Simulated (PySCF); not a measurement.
C4H4Cl, doublet, SMILES `Cl[C]=C1CC1`.

Level of theory: BLYP/def2-SVP (PySCF), at a geometry from GFN2-xTB. No frequency check shows the geometry to be a minimum. GFN2-xTB bond lengths at metals and heavier atoms can be off by up to 0.1 Å and shapes distorted, which carries into these values. GFN2-xTB doesn't know the spin state, so this open-shell geometry is rough.

Input script:

```python
import numpy as np
from pyscf import gto, scf, dft
from pyscf.scf import atom_ks, atom_hf
from scipy.linalg import block_diag

def solve(mol, dm0=None, hcore=None):
    mf = (dft.UKS if mol.spin else dft.RKS)(mol, xc='blyp')
    mf.grids.level = 3
    mf = mf.density_fit(auxbasis='def2-universal-jkfit')
    mf.conv_tol, mf.max_cycle = 1e-8, 80
    if hcore is not None:
        mf.get_hcore = lambda *args: hcore
    mf.kernel(dm0)
    if not mf.converged:
        mf = mf.newton().run(mf.mo_coeff, mf.mo_occ, max_cycle=30)
    assert mf.converged, 'SCF not converged'
    return mf

mol = gto.M(atom='''
Cl    -2.00895    -0.09929    -0.00005
C     -0.48312     0.56151     0.00022
C      0.73383     0.18456    -0.00007
C      2.15628     0.57210    -0.00005
C      1.79377    -0.88565    -0.00007
H      2.55886     1.00292     0.90587
H      2.55893     1.00234    -0.90634
H      1.91496    -1.45651    -0.90841
H      1.91489    -1.45593     0.90947
''', basis='def2-svp', charge=0, spin=1, verbose=4)
mf = solve(mol)
out = dict(e0=mf.e_tot, dm0=mf.make_rdm1(), c=mf.mo_coeff, occ=mf.mo_occ, eps=mf.mo_energy)
for name, dq, spin in [('cation', 1, 0), ('anion', -1, 0)]:
    ion = mol.copy().set(charge=mol.charge + dq, spin=spin).build()
    mi = solve(ion)
    if spin and dq > 0 and mol.nao < 130:
        c, _, stable, _ = mi.stability(return_status=True)
        if not stable:
            mi = solve(ion, mi.make_rdm1(c, mi.mo_occ))
    print(name, 'vertical energy change / eV', (mi.e_tot - mf.e_tot) * 27.211386)
    out.update({'e_' + name: mi.e_tot, 'dm_' + name: mi.make_rdm1(), 's2_' + name: mi.spin_square()[0], 'eps_' + name: mi.mo_energy, 'occ_' + name: mi.mo_occ})
# spherically averaged free atoms, for the promolecule
atm = atom_ks.get_atm_nrks(mol, xc='blyp')
pro = block_diag(*[(atm[a[0]][2] * atm[a[0]][3]) @ atm[a[0]][2].T for a in mol._atom])
np.savez('result.npz', pro=pro, **out)
```

Launched as:

```sh
OMP_NUM_THREADS=1 python input.py
```

The run took 35 s on 1 thread of Arm Neoverse V2, on a shared host, peak memory 0.41 GiB.

Partitions, critical points and surface values were worked out afterwards from this run's density.

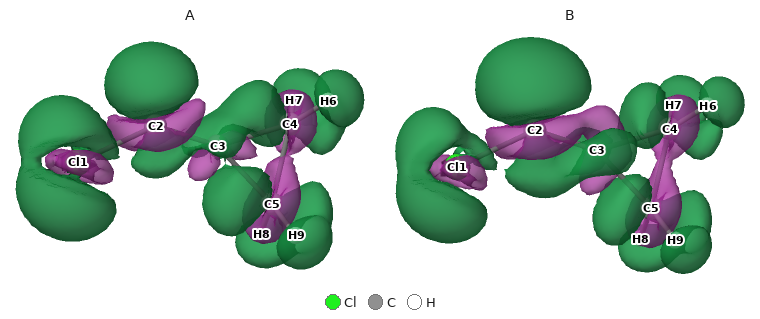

The two Fukui functions at ±0.02 e/Å³ (green positive, purple negative).

Q: Which panel is f⁻ (electron removed) and which f⁺ (electron added)?

A: A is f⁻, B is f⁺. f⁻ (Hirshfeld-condensed) is largest on Cl1 (0.29) and C2 (0.22); the vertical ionisation energy is 7.70 eV (to the singlet cation, which needn't be its lowest state). f⁺ (Hirshfeld-condensed) is largest on C2 (0.31) and Cl1 (0.23); the vertical electron affinity is −0.32 eV (to the singlet anion, which needn't be its lowest state; negative, but this basis has no diffuse functions, so it doesn't show that the anion is unbound).
